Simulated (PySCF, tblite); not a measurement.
# C6H11F2NSi: geometry, infrared bands and NMR shifts

Wanted: the infrared bands and NMR shifts of C6H11F2NSi (`F[C@@H]1CCN[Si@@H]1[C@H]1C[C@@H]1F`), by calculation.

Computed with tblite 0.8.0 and PySCF 2.14.0, with density-fitted response routines of our own, on a single molecule in the gas phase. Atoms are numbered from 0 throughout.

## 1. The molecule as given

21 atoms, charge 0, multiplicity 1; geometry from: force field or distance geometry start.

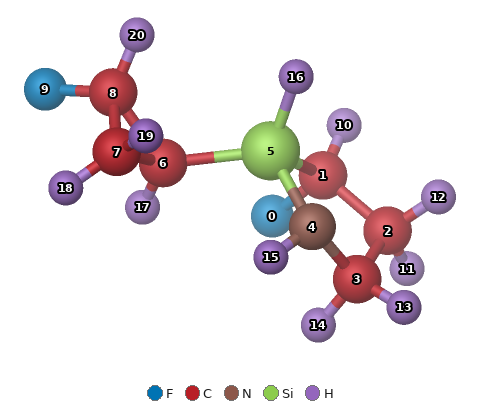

As it starts; fluorine blue, carbon red, nitrogen brown, silicon green, hydrogen purple, atoms numbered.

## 2. Optimising the geometry with GFN2-xTB

Job settings and geometry (Å):

```
{"job": {"kind": "relax", "xc": "GFN2-xTB", "basis": "xTB"}, "charge": 0, "multiplicity": 1}
F     -1.095000     0.770400     1.926100
C     -1.257900     1.253800     0.647600
C     -2.541700     0.662900     0.071600
C     -2.236400    -0.753300    -0.433000
N     -0.927100    -0.711300    -1.102000
Si     0.104300     0.512400    -0.435200
C      1.514900    -0.290500     0.464200
C      2.588500    -1.017400    -0.304700
C      2.883500     0.299400     0.323400
F      3.686300     0.292000     1.445800
H     -1.262200     2.339700     0.691000
H     -3.355300     0.647200     0.816600
H     -2.888800     1.279300    -0.770900
H     -3.008000    -1.127300    -1.106200
H     -2.184600    -1.436100     0.434400
H     -0.479500    -1.620300    -1.042100
H      0.538100     1.401100    -1.537300
H      1.248800    -0.695400     1.441200
H      3.033700    -1.894300     0.150800
H      2.544600    -1.061200    -1.385200
H      3.084800     1.165800    -0.296500
```

On the command line:

```bash
$ OMP_NUM_THREADS=1 python probes_run.py task.json out
```

This one command runs all jobs of the session in turn.

Standard output:

```text
step      E/eV     max force
  0    -885.91629    1.079
  1    -885.96295    0.552
  2    -885.99103    0.529
  3    -886.01190    0.497
  4    -886.03826    0.479
  5    -886.05665    0.376
  6    -886.06973    0.239
  7    -886.07883    0.274
  8    -886.08731    0.281
  9    -886.09563    0.215
 10    -886.10287    0.199
 11    -886.10914    0.186
 12    -886.11507    0.187
 13    -886.12079    0.147
 14    -886.12514    0.158
 15    -886.12786    0.250
 16    -886.13029    0.138
 17    -886.13267    0.123
 18    -886.13515    0.070
 19    -886.13601    0.065
 20    -886.13709    0.055
 21    -886.13772    0.065
 22    -886.13852    0.081
 23    -886.13932    0.081
 24    -886.14030    0.073
 25    -886.14136    0.069
 26    -886.14243    0.073
 27    -886.14329    0.055
 28    -886.14385    0.041
 29    -886.14426    0.055
 30    -886.14473    0.063
 31    -886.14531    0.072
 32    -886.14592    0.058
 33    -886.14645    0.055
 34    -886.14694    0.048
 35    -886.14748    0.063
 36    -886.14806    0.058
 37    -886.14861    0.050
 38    -886.14908    0.055
 39    -886.14959    0.067
 40    -886.15022    0.082
 41    -886.15084    0.058
 42    -886.15130    0.040
 43    -886.15162    0.037
 44    -886.15190    0.054
 45    -886.15222    0.051
 46    -886.15250    0.034
 47    -886.15272    0.032
 48    -886.15289    0.035
 49    -886.15308    0.043
 50    -886.15326    0.031
 51    -886.15342    0.030
 52    -886.15358    0.031
 53    -886.15379    0.045
 54    -886.15403    0.051
 55    -886.15427    0.034
 56    -886.15446    0.035
 57    -886.15463    0.039
 58    -886.15483    0.044
 59    -886.15505    0.048
 60    -886.15525    0.032
 61    -886.15540    0.026
 62    -886.15552    0.026
 63    -886.15562    0.026
 64    -886.15571    0.022
 65    -886.15577    0.021
 66    -886.15583    0.019
 67    -886.15589    0.016
 68    -886.15594    0.015
 69    -886.15598    0.014
 70    -886.15600    0.008
```

It took 0.66 s on 1 thread of Arm Neoverse V1, shared host; peak memory 0.18 GiB.

Along the way: (not every step is listed)

```
step  energy from step 0 (eV)  largest force (eV/Å)
   0                   0.0000                1.0792
   1                  -0.0467                0.5516
   2                  -0.0747                0.5288
   3                  -0.0956                0.4971
   4                  -0.1220                0.4792
   5                  -0.1404                0.3760
   6                  -0.1534                0.2393
   7                  -0.1625                0.2738
   8                  -0.1710                0.2807
  13                  -0.2045                0.1470
  18                  -0.2189                0.0705
  23                  -0.2230                0.0809
  28                  -0.2276                0.0407
  33                  -0.2302                0.0547
  38                  -0.2328                0.0547
  43                  -0.2353                0.0368
  48                  -0.2366                0.0351
  53                  -0.2375                0.0450
  58                  -0.2385                0.0443
  63                  -0.2393                0.0258
  65                  -0.2395                0.0209
  66                  -0.2395                0.0192
  67                  -0.2396                0.0164
  68                  -0.2396                0.0152
  69                  -0.2397                0.0136
  70                  -0.2397                0.0083
```

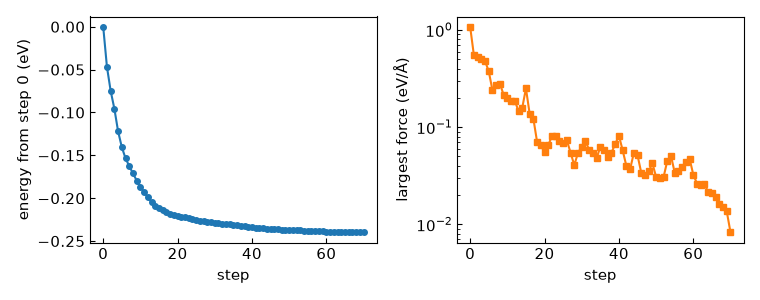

Energy and force, step by step.

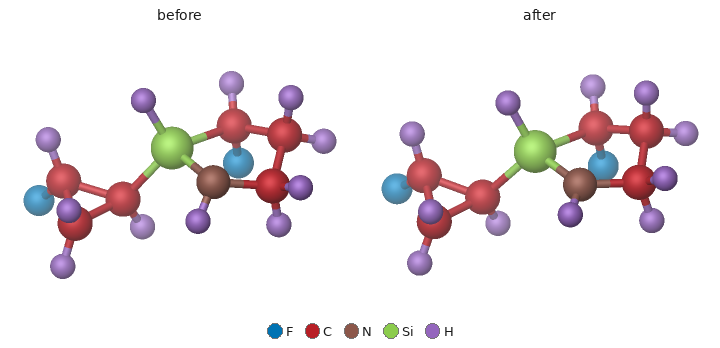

Before and after, at one scale.

Distances of close pairs at the start and the end, largest changes first:

```
  bond  before (Å)  after (Å)  change (Å)
C1–Si5       1.891      1.914      +0.022
N4–Si5       1.734      1.712      -0.022
Si5–C6       1.856      1.877      +0.021
 C3–N4       1.471      1.452      -0.019
 C8–F9       1.380      1.364      -0.016
 F0–C1       1.377      1.391      +0.015
C2–H11       1.103      1.090      -0.013
C2–H12       1.100      1.090      -0.010
```

The next job starts from the end point, and lists it.

## 3. Vibrational analysis with GFN2-xTB

Job settings and geometry (Å):

```
{"job": {"kind": "ir", "xc": "GFN2-xTB", "basis": "xTB"}, "charge": 0, "multiplicity": 1}
F     -1.129473     0.640853     1.983035
C     -1.225816     1.154926     0.693737
C     -2.527494     0.691736     0.059248
C     -2.334726    -0.740908    -0.429954
N     -1.000579    -0.816028    -0.998956
Si     0.104207     0.361851    -0.430667
C      1.592746    -0.275911     0.518605
C      2.683008    -1.003102    -0.231069
C      2.922569     0.366286     0.293607
F      3.763619     0.503757     1.358843
H     -1.203193     2.239557     0.812567
H     -3.357410     0.757858     0.763205
H     -2.727664     1.341794    -0.792160
H     -3.081763    -0.997674    -1.187094
H     -2.441744    -1.439448     0.408787
H     -0.780960    -1.693948    -1.437745
H      0.500732     1.276664    -1.513025
H      1.430026    -0.619938     1.532969
H      3.184666    -1.818545     0.267451
H      2.587288    -1.124455    -1.298758
H      3.033040     1.211619    -0.373098
```

Standard output:

```text
mode    cm-1     km/mol
  1      26.1      0.32
  2      58.1      0.39
  3      68.8      0.16
  4     131.5      6.18
  5     167.7     16.29
  6     200.1      7.58
  7     208.0      2.59
  8     274.8      3.46
  9     339.2    100.73
 10     365.5      9.12
 11     381.0     21.52
 12     419.3     10.75
 13     506.5     23.17
 14     593.7     44.51
 15     603.3     36.58
 16     695.6    127.48
 17     708.1     39.70
 18     763.7     97.75
 19     836.3      8.63
 20     837.6     23.28
 21     865.2     74.04
 22     908.0     36.03
 23     936.9      5.53
 24     972.8     36.00
 25     977.9     26.55
 26    1006.1     46.08
 27    1037.8     10.69
 28    1053.4     18.77
 29    1070.2      4.94
 30    1075.4      3.54
 31    1089.0     19.05
 32    1126.4     11.46
 33    1134.6     55.85
 34    1142.6     43.56
 35    1178.6      0.47
 36    1218.4      5.04
 37    1224.4     45.53
 38    1252.6      6.79
 39    1266.2     70.90
 40    1298.2     12.31
 41    1319.4      0.49
 42    1357.3     17.68
 43    1381.2     87.68
 44    1457.6     38.62
 45    1458.6     10.82
 46    1495.7      0.91
 47    2200.6    322.74
 48    2896.2     42.52
 49    2940.7     65.66
 50    2959.2     46.45
 51    2995.5     35.67
 52    3002.4     44.61
 53    3045.8     11.01
 54    3051.1     26.03
 55    3091.0     19.60
 56    3106.1     24.04
 57    3486.4      3.98
```

It took 1 s on 1 thread of Arm Neoverse V1, shared host; peak memory 0.18 GiB.

Which atoms move in the most intense modes:

```
cm⁻¹  km/mol                                  atoms
 339   100.7                     H15 45 %, Si5 17 %
 696   127.5                               H16 80 %
 764    97.8                      Si5 32 %, C1 26 %
 865    74.0                      N4 36 %, Si5 24 %
1266    70.9  H14 22 %, H15 16 %, H12 15 %, N4 13 %
1381    87.7   C8 28 %, H19 20 %, C6 20 %, H18 20 %
2201   322.7                               H16 97 %
2941    65.7                     H13 82 %, H14 12 %
```

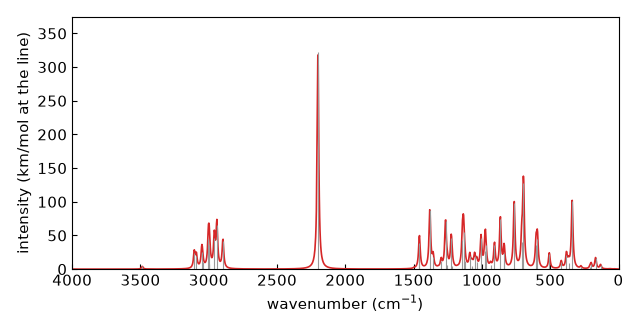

The infrared spectrum from these modes, unscaled. Lines are broadened to a width of 14 cm⁻¹ (Lorentzian).

## 4. Shielding tensors: PBE0/pcSseg-1

Settings changed since step 3:

```diff
@@ -1,2 +1,2 @@
-{"job": {"kind": "ir", "xc": "GFN2-xTB", "basis": "xTB"}, "charge": 0, "multiplicity": 1}
+{"job": {"kind": "nmr", "xc": "PBE0", "basis": "pcSseg-1"}, "charge": 0, "multiplicity": 1}
 F     -1.129473     0.640853     1.983035
```

Method: GIAO PBE0/pcSseg-1 NMR shielding, non-relativistic, gas phase.

Standard output:

```text
coarse grid: 18200 points
cycle   1  E = -778.2902102439  dE =  1.454e+00  |g| = 7.180e-01  |ddm| = 4.141e+00
cycle   2  E = -778.2261119569  dE =  6.410e-02  |g| = 9.725e-01  |ddm| = 1.341e+00
cycle   3  E = -778.3860714702  dE = -1.600e-01  |g| = 7.998e-02  |ddm| = 8.228e-01
cycle   4  E = -778.3870874220  dE = -1.016e-03  |g| = 3.926e-02  |ddm| = 9.569e-02
cycle   5  E = -778.3874363112  dE = -3.489e-04  |g| = 6.221e-03  |ddm| = 3.617e-02
cycle   6  E = -778.3874440231  dE = -7.712e-06  |g| = 2.068e-03  |ddm| = 7.874e-03
final grid: 172472 points
cycle   7  E = -778.4575443097  dE = -5.595e-05  |g| = 1.050e-02  |ddm| = 3.288e-02
cycle   8  E = -778.4575261462  dE =  1.816e-05  |g| = 1.439e-02  |ddm| = 2.107e-02
cycle   9  E = -778.4575699960  dE = -4.385e-05  |g| = 1.144e-03  |ddm| = 1.152e-02
cycle  10  E = -778.4575702071  dE = -2.112e-07  |g| = 3.392e-04  |ddm| = 1.134e-03
cycle  11  E = -778.4575702258  dE = -1.864e-08  |g| = 5.654e-05  |ddm| = 2.772e-04
cycle  12  E = -778.4575702263  dE = -4.941e-10  |g| = 2.770e-05  |ddm| = 7.201e-05
converged SCF energy = -778.4575702263

GIAO shielding tensors (ppm)
atom      isotropic    diamagn.    paramagn.     s11        s22        s33       span
  0 F      427.791     476.256     -48.465    369.837    438.709    474.827    104.991
  1 C       96.972     248.619    -151.647     58.635     79.332    152.949     94.313
  2 C      148.709     251.228    -102.518    136.596    149.662    159.870     23.274
  3 C      139.228     242.321    -103.092    114.126    130.818    172.741     58.615
  4 N      238.092     324.638     -86.546    195.615    234.352    284.309     88.694
  5 Si     354.678     880.736    -526.059    307.132    358.416    398.485     91.354
  6 C      182.486     250.432     -67.945    141.506    183.327    222.626     81.119
  7 C      178.478     254.008     -75.530    150.436    170.818    214.180     63.743
  8 C      113.593     252.013    -138.420     55.018     85.956    199.804    144.786
  9 F      404.654     465.725     -61.071    352.362    397.178    464.422    112.060
 10 H       26.619      30.606      -3.987     23.279     26.165     30.412      7.133
 11 H       29.302      28.551       0.751     25.198     26.890     35.816     10.618
 12 H       30.030      29.902       0.128     25.526     27.507     37.058     11.532
 13 H       28.352      27.363       0.990     22.813     26.598     35.645     12.832
 14 H       28.010      29.593      -1.582     23.506     26.006     34.518     11.012
 15 H       31.271      33.777      -2.505     21.579     29.671     42.563     20.983
 16 H       27.166      30.697      -3.532     22.265     26.770     32.462     10.197
 17 H       30.878      32.109      -1.231     23.909     30.043     38.683     14.774
 18 H       30.495      29.748       0.747     25.074     27.089     39.322     14.248
 19 H       31.338      31.267       0.071     25.355     28.601     40.059     14.704
 20 H       27.260      31.189      -3.929     21.833     28.154     31.793      9.960
```

It took 58 s on 1 thread of Arm Neoverse V1, shared host; peak memory 1.1 GiB.

The references, computed at this level on geometries of the same kind, shield at (ppm): 1H TMS 31.72, 13C TMS 186.9, 29Si TMS 349.2, 19F CFCl3 170.9, 15N NH3 267.7. Their shielding less the atom's gives the shift. The references are single molecules in the gas phase, so shifts against H2O, NH3, PH3, H3PO4 or CFCl3 are not on the usual liquid scales and can be off by tens of ppm.

```
atoms                                                   environment  σ (ppm)  δ (ppm)  δ scaled to CDCl3
   C1                                     sp3 CH bonded to F and Si     97.0     90.0               85.9
   C8                  three-membered-ring carbon bearing a halogen    113.6     73.3               69.7
   C3                                           sp3 CH2 bonded to N    139.2     47.7               44.6
   C2                                             sp3 CH2 in a ring    148.7     38.2               35.4
   C7                                    three-membered-ring carbon    178.5      8.4                6.3
   C6                                    three-membered-ring carbon    182.5      4.4                2.4
  H10                      hydrogen on an sp3 CH bonded to F and Si    26.62     5.10               4.91
  H16  hydrogen on a silicon bonded to 2 C, N, in a 5-membered ring    27.17     4.55                  –
  H20    hydrogen on a three-membered-ring carbon bearing a halogen    27.26     4.46               4.31
  H14                            hydrogen on an sp3 CH2 bonded to N    28.01     3.71               3.60
  H13                            hydrogen on an sp3 CH2 bonded to N    28.35     3.36               3.28
  H11                              hydrogen on an sp3 CH2 in a ring    29.30     2.42               2.38
  H12                              hydrogen on an sp3 CH2 in a ring    30.03     1.69               1.70
  H18                      hydrogen on a three-membered-ring carbon    30.49     1.22               1.26
  H17                      hydrogen on a three-membered-ring carbon    30.88     0.84               0.90
  H15  hydrogen on a nitrogen bonded to C, Si, in a 5-membered ring    31.27     0.45                  –
  H19                      hydrogen on a three-membered-ring carbon    31.34     0.38               0.46
   F9                                     fluorine on an sp3 carbon    404.7   -233.7                  –
   F0                                     fluorine on an sp3 carbon    427.8   -256.8                  –
   N4             nitrogen bonded to C, Si, H, in a 5-membered ring    238.1     29.6                  –
  Si5             silicon bonded to 2 C, N, H, in a 5-membered ring    354.7     -5.5                  –
```

The scaled column applies a straight-line fit of computed shieldings to shifts measured in CDCl3, and one for carbons that bear F (root-mean-square error 0.16 ppm for H, 1.9 ppm for C).

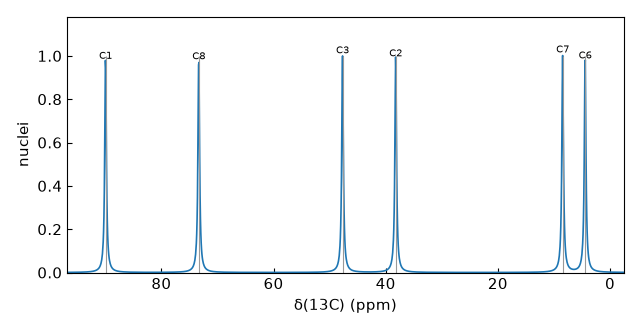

13C lines at the computed shifts, without couplings. Lines are broadened to a width of 0.34 ppm (Lorentzian).

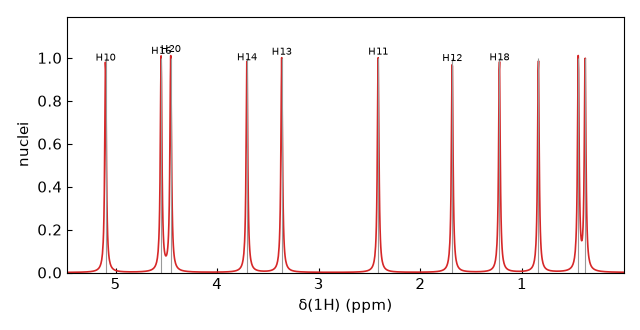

1H lines at the computed shifts, without couplings. Lines are broadened to a width of 0.02 ppm (Lorentzian).

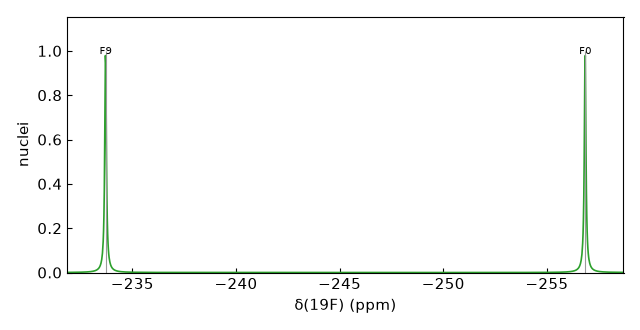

19F lines at the computed shifts, without couplings. Lines are broadened to a width of 0.09 ppm (Lorentzian).

Charges from the same density, by scheme (e):

```
atoms  Mulliken    IAO  Hirshfeld  ESP fit
   F0     -0.35  -0.34      -0.12    -0.25
   C1     -0.10  -0.09      -0.03     0.11
   C2     -0.25  -0.28      -0.08    -0.12
   C3      0.00  -0.14      -0.03    -0.04
   N4     -0.68  -0.69      -0.25    -0.57
  Si5      0.99   1.01       0.38     0.39
   C6     -0.55  -0.46      -0.15    -0.27
   C7     -0.22  -0.31      -0.10    -0.40
   C8      0.22   0.17       0.05     0.12
   F9     -0.31  -0.31      -0.11    -0.21
```

ESP fit charges:

F0 -0.25; C1 0.11; C2 -0.12; C3 -0.04; N4 -0.57; Si5 0.39; C6 -0.27; C7 -0.40; C8 0.12; F9 -0.21; H10 0.05; H11 0.07; H12 0.07; H13 0.06; H14 0.08; H15 0.32; H16 -0.10; H17 0.20; H18 0.19; H19 0.17; H20 0.11

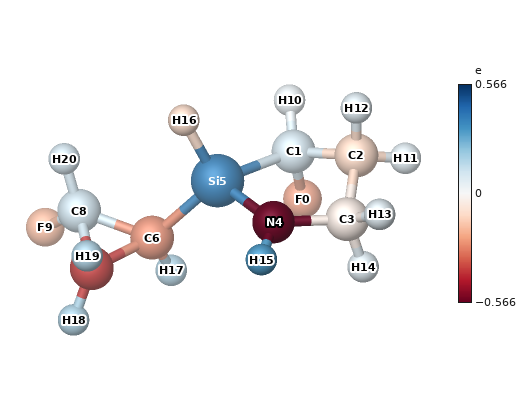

ESP fit charges, as colours on the atoms.

Mayer bond orders: F0–C1 0.83, C1–C2 1.03, C2–C3 1.02, C3–N4 0.96, N4–Si5 1.04, Si5–C6 0.84, C6–C7 0.93, C7–C8 0.97, C8–F9 0.92, Si5–C1 0.84, C8–C6 0.93.

Ring of atoms C1, C2, C3, N4, Si5: NICS(0) -4.8, NICS(1) -2.8, NICS(1)zz -2.2 ppm (means of both faces; NICS(1) differs between them: -4.0 and -1.6).

Ring of atoms C6, C7, C8: NICS(0) -39.2, NICS(1) -8.1, NICS(1)zz -19.6 ppm (means of both faces; NICS(1) differs between them: -10.0 and -6.2).

The two faces differ (NICS(1)zz -15.8 and -23.4 ppm).

In rings of three or four atoms NICS is ruled by the nearby σ bonds, so it says little on aromaticity.

## 5. Outcome

```
                                 quantity                                                                 value
strongest single infrared mode (GFN2-xTB)                                                 2201 cm⁻¹, 323 km/mol
             zero-point energy (GFN2-xTB)                                                        101.9 kcal/mol
   13C shifts against TMS (PBE0/pcSseg-1)                                  90.0, 73.3, 47.7, 38.2, 8.4, 4.4 ppm
    1H shifts against TMS (PBE0/pcSseg-1)  5.10, 4.55, 4.46, 3.71, 3.36, 2.42, 1.69, 1.22, 0.84, 0.45, 0.38 ppm
 19F shifts against CFCl3 (PBE0/pcSseg-1)                                                    -233.7, -256.8 ppm
   15N shifts against NH3 (PBE0/pcSseg-1)                                                              29.6 ppm
  29Si shifts against TMS (PBE0/pcSseg-1)                                                              -5.5 ppm
```

In words: The optimisation took 70 steps and gained 0.240 eV; among the close pairs (by a distance rule), C1–Si5 changed most, from 1.891 to 1.914 Å. All 57 modes are real, so the xTB geometry is a minimum. The strongest single mode, at 2201 cm⁻¹, moves mainly H16. GFN2-xTB is a fitted tight-binding method: band positions and strengths are rough. Its intensities can rank the bands wrongly. The most deshielded carbon is C1 (sp3 CH bonded to F and Si), at 90.0 ppm: pulled downfield by the heteroatom. The most deshielded hydrogen is H10 (hydrogen on an sp3 CH bonded to F and Si), at 5.10 ppm: its carbon carries F, hence the downfield position. At PBE0/pcSseg-1: The largest span, 145 ppm, is at C8, where the paramagnetic term is -138 ppm.
